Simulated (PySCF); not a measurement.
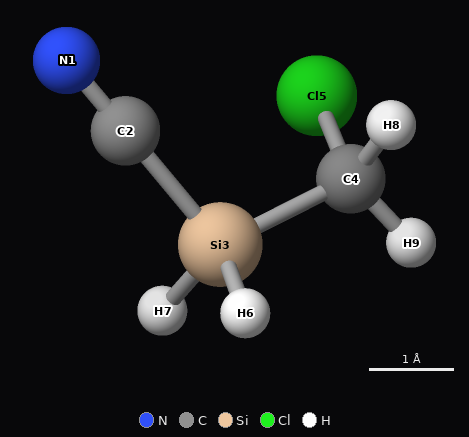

**Figure 1.** The structure (ball-and-stick view, seen at a tilt; atoms are numbered from 1 in the order of the input).

# C₂H₄ClNSi: one change and its effect

System: C₂H₄ClNSi.
Method of run 1: TDDFT PBE0/6-31G*, vertical, gas phase, core orbitals frozen in the response (PySCF 2.14.0).

The geometry comes from this level: PBE0-D3(BJ)/def2-SVP. Text and figures count atoms from 1; the logs count them from 0 in places.

The input, run 1:
```
{"job": {"kind": "uv", "xc": "PBE0", "basis": "6-31G*"}, "charge": 0, "multiplicity": 1}
N      1.457569     2.197451    -0.446987
C      0.760373     1.337863    -0.102131
Si    -0.346601    -0.059875     0.418101
C     -2.124102     0.561512     0.365346
Cl    -2.318182     1.906678     1.523596
H     -0.142201    -1.172104    -0.552173
H      0.038717    -0.462754     1.794710
H     -2.394131     0.924287    -0.637181
H     -2.827868    -0.239054     0.639203
```

The first line tells a small driver script what to run in PySCF; the rest is the geometry in Å.

Command:
```bash
OMP_NUM_THREADS=1 python <driver script> task.json out
```

Hardware: 1 CPU thread, shared host.

Output (run 1):
```
coarse grid: 8968 points
cycle   1  E = -882.5860916176  dE =  3.276e-01  |g| = 3.657e-01  |ddm| = 2.949e+00
cycle   2  E = -882.4794585518  dE =  1.066e-01  |g| = 7.723e-01  |ddm| = 9.702e-01
cycle   3  E = -882.6237454237  dE = -1.443e-01  |g| = 1.003e-01  |ddm| = 5.667e-01
cycle   4  E = -882.6262671232  dE = -2.522e-03  |g| = 2.530e-02  |ddm| = 1.313e-01
cycle   5  E = -882.6264128419  dE = -1.457e-04  |g| = 9.023e-03  |ddm| = 2.935e-02
cycle   6  E = -882.6264332393  dE = -2.040e-05  |g| = 1.745e-03  |ddm| = 8.500e-03
cycle   7  E = -882.6264340408  dE = -8.015e-07  |g| = 2.721e-04  |ddm| = 1.986e-03
final grid: 78568 points
cycle   8  E = -882.5751011316  dE = -1.050e-05  |g| = 5.015e-03  |ddm| = 1.319e-02
cycle   9  E = -882.5750983844  dE =  2.747e-06  |g| = 6.118e-03  |ddm| = 9.879e-03
cycle  10  E = -882.5751076509  dE = -9.266e-06  |g| = 1.405e-03  |ddm| = 5.436e-03
cycle  11  E = -882.5751080837  dE = -4.328e-07  |g| = 3.822e-04  |ddm| = 1.076e-03
cycle  12  E = -882.5751081177  dE = -3.403e-08  |g| = 7.412e-05  |ddm| = 3.683e-04
cycle  13  E = -882.5751081191  dE = -1.402e-09  |g| = 1.178e-05  |ddm| = 7.725e-05
cycle  14  E = -882.5751081192  dE = -4.320e-11  |g| = 2.151e-06  |ddm| = 1.643e-05
converged SCF energy = -882.5751081192

Static polarisability (au): isotropic 52.846, principal 41.894 56.677 59.967

Singlet excitations
state   eV       nm        f      main configurations
  1   6.6740    185.8   0.03741   H->L 0.85, H->L+2 0.09
  2   6.9235    179.1   0.00038   H-2->L 0.35, H-1->L 0.32, H->L+1 0.10
  3   6.9964    177.2   0.00045   H-1->L 0.47, H->L+1 0.15, H-2->L 0.12
  4   7.1165    174.2   0.00528   H->L+1 0.47, H-2->L 0.22, H->L+2 0.11
  5   7.3325    169.1   0.00382   H->L+2 0.37, H-3->L+1 0.19, H-2->L 0.09
  6   7.4464    166.5   0.00191   H-3->L 0.39, H-2->L+1 0.28, H->L+2 0.09
  7   7.5004    165.3   0.00262   H-1->L+1 0.59, H-1->L+2 0.17, H-1->L 0.14
  8   7.6113    162.9   0.00410   H-3->L+1 0.44, H->L+2 0.24, H->L+1 0.14
  9   7.8927    157.1   0.00319   H-1->L+2 0.59, H-1->L+1 0.30
 10   7.9791    155.4   0.00819   H-4->L 0.88

Triplet excitations (Tamm-Dancoff, eV): 5.6879 5.9815 6.2304 6.2533
```

For run 2 the input was changed thus:
```diff
-"basis": "6-31G*"
+"basis": "def2-SVP"
```

How does run 2 compare with run 1?

The total energy of run 2 is 186.1 kcal/mol higher, which measures the change of basis and not a stability. The HOMO goes from −8.53 to −8.47 eV. The dipole moment goes from 4.26 to 4.15 D. The SCF takes 13 iterations against 14. The basis functions go from 86 to 98.

Output (run 2):
```
coarse grid: 8968 points
cycle   1  E = -882.1412609963  dE =  2.826e-01  |g| = 3.703e-01  |ddm| = 3.116e+00
cycle   2  E = -882.0271331274  dE =  1.141e-01  |g| = 7.931e-01  |ddm| = 9.530e-01
cycle   3  E = -882.1785971459  dE = -1.515e-01  |g| = 9.526e-02  |ddm| = 5.809e-01
cycle   4  E = -882.1807586852  dE = -2.162e-03  |g| = 2.577e-02  |ddm| = 1.348e-01
cycle   5  E = -882.1809008415  dE = -1.422e-04  |g| = 1.034e-02  |ddm| = 3.158e-02
cycle   6  E = -882.1809283078  dE = -2.747e-05  |g| = 1.454e-03  |ddm| = 9.818e-03
cycle   7  E = -882.1809288699  dE = -5.621e-07  |g| = 2.758e-04  |ddm| = 1.710e-03
final grid: 78568 points
cycle   8  E = -882.2784973318  dE = -9.028e-06  |g| = 4.507e-03  |ddm| = 1.439e-02
cycle   9  E = -882.2784943916  dE =  2.940e-06  |g| = 5.730e-03  |ddm| = 9.160e-03
cycle  10  E = -882.2785022234  dE = -7.832e-06  |g| = 1.546e-03  |ddm| = 5.083e-03
cycle  11  E = -882.2785027462  dE = -5.228e-07  |g| = 3.577e-04  |ddm| = 1.176e-03
cycle  12  E = -882.2785027771  dE = -3.093e-08  |g| = 5.354e-05  |ddm| = 3.608e-04
cycle  13  E = -882.2785027779  dE = -7.524e-10  |g| = 9.551e-06  |ddm| = 6.163e-05
converged SCF energy = -882.2785027779

Static polarisability (au): isotropic 54.430, principal 44.272 58.163 60.856

Singlet excitations
state   eV       nm        f      main configurations
  1   6.6751    185.7   0.03355   H->L 0.93
  2   6.8790    180.2   0.00551   H->L+1 0.63, H-2->L 0.14, H-3->L+1 0.09
  3   6.9641    178.0   0.00129   H-1->L 0.73, H->L+1 0.10
  4   7.0832    175.0   0.00415   H-2->L 0.49, H->L+1 0.12, H-1->L 0.11
  5   7.2571    170.8   0.00082   H->L+2 0.56, H-1->L+1 0.12
  6   7.3304    169.1   0.00316   H-1->L+1 0.65, H-1->L+2 0.12, H->L+2 0.12
  7   7.4413    166.6   0.00437   H-3->L 0.44, H-2->L+1 0.36
  8   7.5248    164.8   0.00175   H-3->L+1 0.64, H-2->L 0.13
  9   7.6768    161.5   0.00279   H-1->L+2 0.63, H-1->L+1 0.21
 10   7.9812    155.3   0.00773   H-4->L 0.93

Triplet excitations (Tamm-Dancoff, eV): 5.7063 6.0810 6.2401 6.2691
```

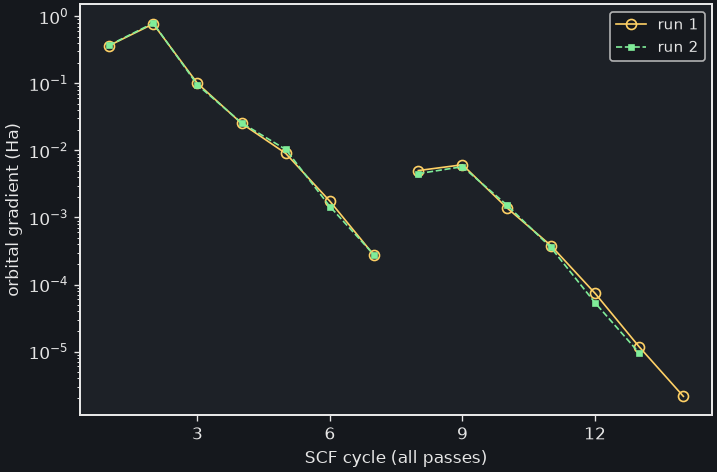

**Figure 2.** Convergence of the two runs: orbital gradient against the SCF cycle. A break in a curve parts two SCF passes (coarse and final grid). Run 1 takes 14 cycles in all, and run 2 takes 13.

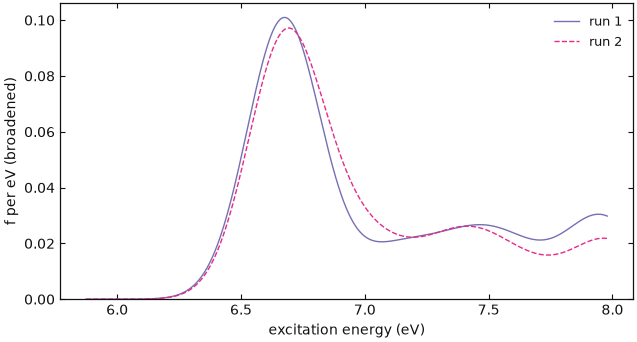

**Figure 3.** Absorption of the two runs from their computed states, each broadened by a Gaussian of 0.35 eV full width; the range ends where the shorter list of states ends.

The two runs side by side:

```tsv
quantity	run 1	run 2
outcome	converged	converged
total energy (hartree)	−882.575108	−882.278503
HOMO (eV)	−8.53	−8.47
LUMO (eV)	−0.63	−0.64
dipole moment (D)	4.26	4.15
lowest excitation (eV)	6.67	6.68
SCF iterations	14	13
strongest computed line (eV)	6.67	6.68
basis functions	86	98
wall time (shared host)	6.9 s	7.6 s
```
